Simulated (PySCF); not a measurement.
**B(2+): dipole response in ANO-RCC-VTZP**

Aim: the static polarisability and the C₆ coefficient of B(2+), method by method.

Method: unrestricted determinants in a Gaussian basis, no spin-orbit coupling in the energies. Code: PySCF 2.14.0.

**1. Starting point**

* Element: boron (Z = 5)
* Basis: ANO-RCC-VTZP
* Hamiltonian: the spin-free X2C one-electron Hamiltonian (Gaussian nucleus)
* State 1: B(2+): [He] 2s1, 2S determinant
* Methods: UHF, PBE, PBE0, r2SCANh, wB97X

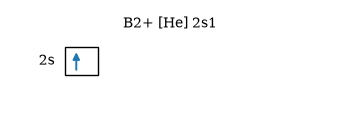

Outer shells as boxes.

The runs were made by one driver on top of PySCF. The scripts below sum up each run's settings (the driver also hands on starting orbitals that pick excited configurations, and frozen orbitals as a list rather than a count), and the logs come from the driver's own runs. The driver starts from symmetry-adapted Hartree-Fock orbitals, holds the occupation by maximum overlap and uses a logarithmic radial grid for functionals, so a plain start would take other cycles.

The integrals over 30 functions and the set-up took 0.23 s of CPU time.

**2. B(2+)**

UHF:

File input.py:

```python
from pyscf import gto, scf, dft, mp, cc
import basis_set_exchange as bse
mol = gto.M(atom="B 0 0 0", charge=2, spin=1, symmetry="D2h",
            basis=gto.basis.parse(bse.get_basis("ANO-RCC-VTZP", elements=["B"], fmt="nwchem")),
            nucmod="G")
mf = scf.UHF(mol).sfx2c1e()
mf.irrep_nelec = {'Ag': (2, 1)}
mf.kernel()
```

Log:

```text
damping factor = 0
level_shift factor = 0
DIIS = <class 'pyscf.scf.diis.CDIIS'>
diis_start_cycle = 1
diis_space = 10
diis_damp = 0
SCF conv_tol = 1e-09
SCF conv_tol_grad = None
number electrons alpha = 2  beta = 1
cycle= 1 E= -23.3823344170011  delta_E= -6.66e-11  |g|= 4.38e-06  |ddm|= 6.02e-06
converged SCF energy = -23.3823344170011  <S^2> = 0.75001573  2S+1 = 2.0000157
```

CPU time 0.19 s on a shared host, the integrals not counted.

Orbital energies by shell (radii are means over both spins):

```csv
shell,electrons,mean orbital energy (eV),spread (eV),rms radius (bohr)
1s α,1,-240.67,0,0.377
1s β,1,-238.95,0,0.377
2s α,1,-37.826,0,1.77
```

⟨S²⟩ = 0.750, ⟨L²⟩ = 0.00.

The driver then solved the coupled dipole response at imaginary frequencies: mean α = 7.921 bohr³, C₆ = 10.97 au for a like pair.

PBE:

input.py differs from the last one in:

```diff
@@ -5,3 +5,3 @@
             nucmod="G")
-mf = scf.UHF(mol).sfx2c1e()
+mf = dft.UKS(mol, xc="PBE").sfx2c1e()
 mf.irrep_nelec = {'Ag': (2, 1)}
```

Log:

```text
damping factor = 0
level_shift factor = 0
DIIS = <class 'pyscf.scf.diis.CDIIS'>
diis_start_cycle = 1
diis_space = 10
diis_damp = 0
SCF conv_tol = 1e-09
SCF conv_tol_grad = None
number electrons alpha = 2  beta = 1
XC functionals = PBE
    J. P. Perdew, K. Burke, and M. Ernzerhof.,  Phys. Rev. Lett. 77, 3865 (1996)
    J. P. Perdew, K. Burke, and M. Ernzerhof.,  Phys. Rev. Lett. 78, 1396 (1997)
    J. P. Perdew, K. Burke, and M. Ernzerhof.,  Phys. Rev. Lett. 77, 3865 (1996)
    J. P. Perdew, K. Burke, and M. Ernzerhof.,  Phys. Rev. Lett. 78, 1396 (1997)
cycle= 1 E= -23.3947170208045  delta_E= -0.000918  |g|= 0.0051  |ddm|= 0.0176
cycle= 2 E= -23.3947190100374  delta_E= -1.99e-06  |g|= 0.000605  |ddm|= 0.000723
cycle= 3 E= -23.394719040118  delta_E= -3.01e-08  |g|= 4.52e-06  |ddm|= 9.01e-05
cycle= 4 E= -23.3947190401197  delta_E= -1.72e-12  |g|= 8.03e-08  |ddm|= 6.47e-07
converged SCF energy = -23.3947190401197  <S^2> = 0.75000041  2S+1 = 2.0000004
```

It used 0.14 s of CPU time after the integrals (shared host).

The driver then solved the coupled dipole response at imaginary frequencies: mean α = 6.989 bohr³, C₆ = 9.129 au for a like pair.

PBE0:

input.py differs from the last one in:

```diff
@@ -5,3 +5,3 @@
             nucmod="G")
-mf = dft.UKS(mol, xc="PBE").sfx2c1e()
+mf = dft.UKS(mol, xc="PBE0").sfx2c1e()
 mf.irrep_nelec = {'Ag': (2, 1)}
```

Log:

```text
damping factor = 0
level_shift factor = 0
DIIS = <class 'pyscf.scf.diis.CDIIS'>
diis_start_cycle = 1
diis_space = 10
diis_damp = 0
SCF conv_tol = 1e-09
SCF conv_tol_grad = None
number electrons alpha = 2  beta = 1
XC functionals = PBE0
    C. Adamo and V. Barone.,  J. Chem. Phys. 110, 6158 (1999)
    M. Ernzerhof and G. E. Scuseria.,  J. Chem. Phys. 110, 5029 (1999)
cycle= 1 E= -23.4053206416872  delta_E= -0.000499  |g|= 0.00271  |ddm|= 0.013
cycle= 2 E= -23.4053216974441  delta_E= -1.06e-06  |g|= 0.000202  |ddm|= 0.000989
cycle= 3 E= -23.4053217027246  delta_E= -5.28e-09  |g|= 8.6e-06  |ddm|= 6.4e-05
cycle= 4 E= -23.4053217027705  delta_E= -4.59e-11  |g|= 5.47e-07  |ddm|= 9.5e-06
converged SCF energy = -23.4053217027705  <S^2> = 0.75000193  2S+1 = 2.0000019
```

CPU time 0.17 s on a shared host, the integrals not counted.

The driver then solved the coupled dipole response at imaginary frequencies: mean α = 7.203 bohr³, C₆ = 9.540 au for a like pair.

r2SCANh:

input.py differs from the last one in:

```diff
@@ -5,3 +5,3 @@
             nucmod="G")
-mf = dft.UKS(mol, xc="PBE0").sfx2c1e()
+mf = dft.UKS(mol, xc="HYB_MGGA_XC_R2SCANH").sfx2c1e()
 mf.irrep_nelec = {'Ag': (2, 1)}
```

Log:

```text
damping factor = 0
level_shift factor = 0
DIIS = <class 'pyscf.scf.diis.CDIIS'>
diis_start_cycle = 1
diis_space = 10
diis_damp = 0
SCF conv_tol = 1e-09
SCF conv_tol_grad = None
number electrons alpha = 2  beta = 1
XC functionals = HYB_MGGA_XC_R2SCANH
    M. Bursch, H. Neugebauer, S. Ehlert, and S. Grimme.,  J. Chem. Phys. 156, 134105 (2022)
cycle= 1 E= -23.4309660480487  delta_E= -0.000247  |g|= 0.00236  |ddm|= 0.00918
cycle= 2 E= -23.430966999397  delta_E= -9.51e-07  |g|= 0.000187  |ddm|= 0.000877
cycle= 3 E= -23.4309670077762  delta_E= -8.38e-09  |g|= 1.46e-05  |ddm|= 9.61e-05
cycle= 4 E= -23.4309670078324  delta_E= -5.61e-11  |g|= 8.82e-07  |ddm|= 9.28e-06
converged SCF energy = -23.4309670078324  <S^2> = 0.75000819  2S+1 = 2.0000082
```

CPU time 0.36 s on a shared host, the integrals not counted.

The driver then solved the coupled dipole response at imaginary frequencies: mean α = 7.664 bohr³, C₆ = 10.92 au for a like pair.

wB97X:

input.py differs from the last one in:

```diff
@@ -5,3 +5,3 @@
             nucmod="G")
-mf = dft.UKS(mol, xc="HYB_MGGA_XC_R2SCANH").sfx2c1e()
+mf = dft.UKS(mol, xc="WB97X").sfx2c1e()
 mf.irrep_nelec = {'Ag': (2, 1)}
```

Log:

```text
damping factor = 0
level_shift factor = 0
DIIS = <class 'pyscf.scf.diis.CDIIS'>
diis_start_cycle = 1
diis_space = 10
diis_damp = 0
SCF conv_tol = 1e-09
SCF conv_tol_grad = None
number electrons alpha = 2  beta = 1
XC functionals = WB97X
    J.-D. Chai and M. Head-Gordon.,  J. Chem. Phys. 128, 084106 (2008)
cycle= 1 E= -23.454796765525  delta_E= -9.38e-05  |g|= 0.00204  |ddm|= 0.00473
cycle= 2 E= -23.454797295004  delta_E= -5.29e-07  |g|= 0.000196  |ddm|= 0.000526
cycle= 3 E= -23.4547973079254  delta_E= -1.29e-08  |g|= 2.02e-05  |ddm|= 0.000131
cycle= 4 E= -23.4547973082869  delta_E= -3.62e-10  |g|= 3.73e-06  |ddm|= 2.4e-05
converged SCF energy = -23.4547973082869  <S^2> = 0.75000687  2S+1 = 2.0000069
```

It used 0.48 s of CPU time after the integrals (shared host).

The driver then solved the coupled dipole response at imaginary frequencies: mean α = 7.838 bohr³, C₆ = 11.04 au for a like pair.

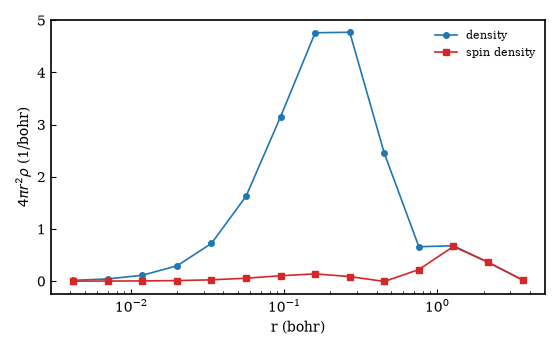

Radial density 4πr²ρ of B(2+) at UHF, at 14 stored radii joined by straight lines.

**3. The response side by side**

B(2+), in atomic units:

```csv
method,mean α,C₆ (like pair),S(−4)
UHF,7.921,10.97,155.1
PBE,6.989,9.129,120.9
PBE0,7.203,9.540,128.4
r2SCANh,7.664,10.92,133.2
wB97X,7.838,11.04,145.7
```

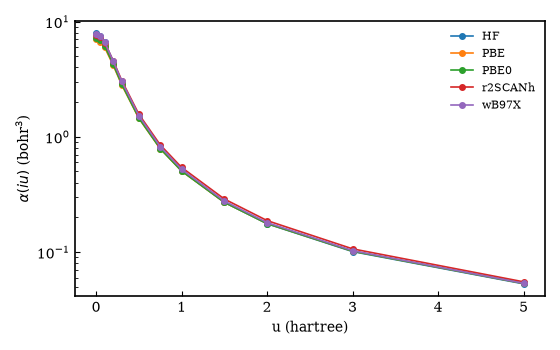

α(iu) of B(2+), the polarisability at imaginary frequency, on a logarithmic scale.

**4. What came out**

| quantity | value |
| --- | --- |
| α of B(2+) | 6.989 (PBE) to 7.921 (UHF) bohr³ |

**Reading.** A single London oscillator with the computed α and C₆ of B(2+) at UHF would have ω = 4 C₆ / (3 α²) = 0.233 hartree. All values hold for this basis alone; no basis-set limit was taken.
